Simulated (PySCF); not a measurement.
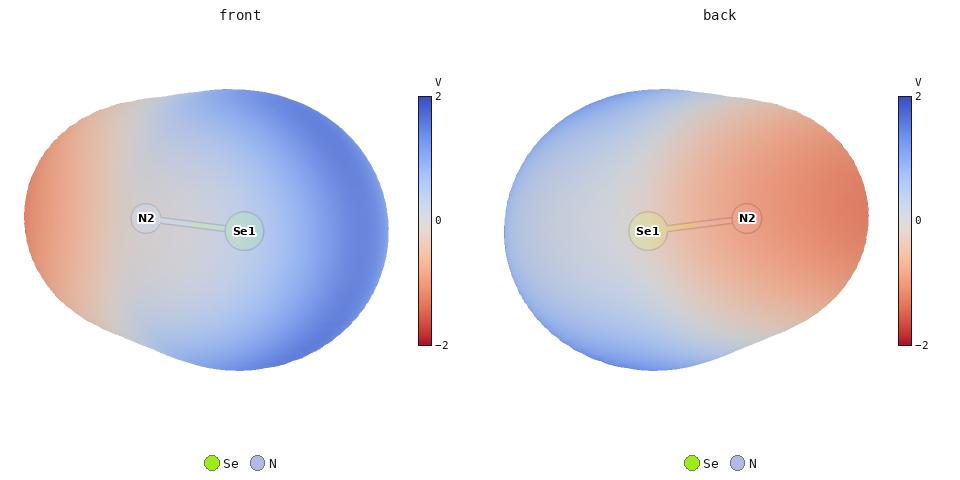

SeN (doublet). The molecular electrostatic potential painted on the density surface at 0.002 e/bohr³, seen from the front and from behind; red is negative and blue positive.

All numbers below come from PBE0/cc-pVTZ(-PP), non-relativistic Hamiltonian with scalar-relativistic core potentials where named, at a bond length of 1.647 Å in PySCF.

```xyz
2

Se    0.0000    0.0000   -0.2456
N     0.0000    0.0000    1.4014
```

Q: Where is the surface potential most negative and most positive?

A: The most negative region (about −1.2 V) lies over N2, the most positive (about +1.5 V) over Se1. N2 is the likeliest acceptor of a hydrogen bond.
